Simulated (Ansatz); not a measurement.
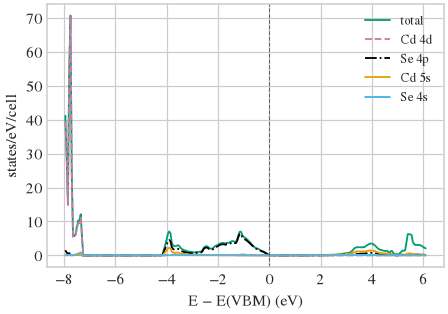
Fig. 1. Total and projected density of states of CdSe (wurtzite, P6_3mc), r²SCAN in the plane-wave PAW code Ansatz

Which orbitals carry the states next to the gap?

Top 1 eV of the valence band: Se 4p 91 %. Bottom 1 eV of the conduction band: Cd 5s 60 %, Se 4p 21 %, Se 4s 17 %. Projections are on Löwdin-orthogonalised atomic valence shells; empty p or d shells of many metals are not among them.

The r²SCAN relaxation kept the symmetry of its start. Spin–orbit coupling is left out wherever it is not named.

Potentials: the later of the program's two PAW sets.
